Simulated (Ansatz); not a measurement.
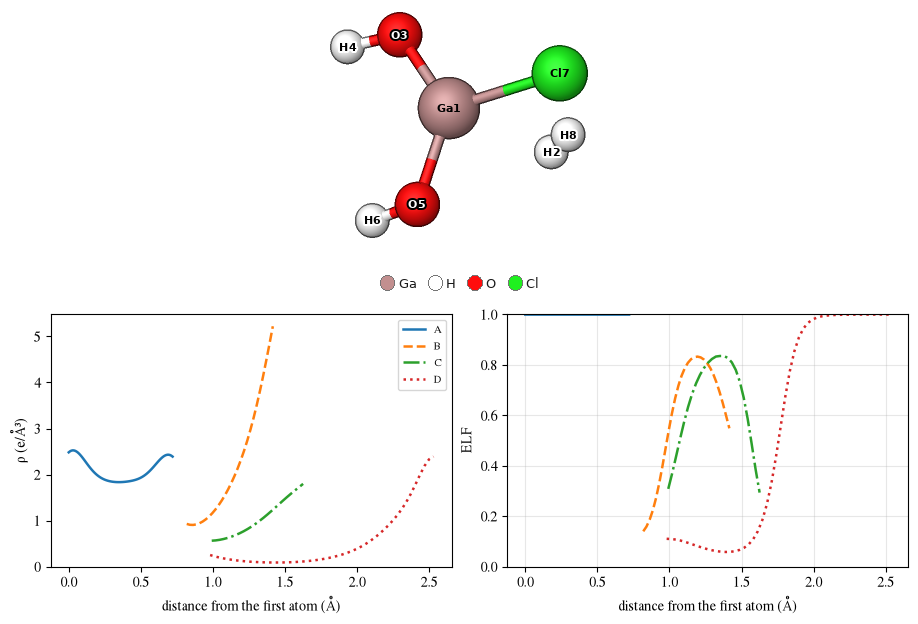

*ClGaH2O2···H2. Total electron density and ELF along straight lines between neighbouring atoms. The curves leave out the atomic cores. The structure is drawn too.*

Not at a stationary point (largest force 1.8 eV/Å).

Theory: Ansatz, RKS PBE0/def2-SVP.

```yaml
atoms:
  - { symbol: Ga, position_ang: [0.0146, 0.5750, -0.3541] }
  - { symbol: H, position_ang: [-0.0309, -0.0105, 2.3537] }
  - { symbol: O, position_ang: [1.5635, -0.1971, -0.7204] }
  - { symbol: H, position_ang: [1.5212, -1.0178, -1.2192] }
  - { symbol: O, position_ang: [-1.6110, -0.0635, -0.6475] }
  - { symbol: H, position_ang: [-1.6399, -0.9934, -0.9031] }
  - { symbol: Cl, position_ang: [0.1235, 2.6158, 0.4699] }
  - { symbol: H, position_ang: [0.0097, 0.6856, 2.1734] }
```

Which curve belongs to which contact (Ga–Cl, Ga–H, Ga–O and H–H)? The first atom named is at distance zero.

Curve A: H–H (0.72 Å): ρ at the midpoint is about 1.8 e/Å³; the ELF peaks at about 1 between the atoms: an ordinary covalent bond to hydrogen. Curve B: Ga–O (1.77 Å): the density is about 0.92 e/Å³ at the midpoint; the ELF peaks at about 0.85 in the valence shell of O, 0.6 Å from its nucleus, and is about 0.20 at the midpoint. Curve C: Ga–Cl (2.20 Å): the density is about 0.62 e/Å³ at the midpoint; the ELF peaks at about 0.85 in the valence shell of Cl, 0.9 Å from its nucleus, and is about 0.55 at the midpoint. Curve D: Ga1···H8 (2.53 Å): the density falls to about 0.09 e/Å³ on the way; the ELF dips to about 0.05 between them.
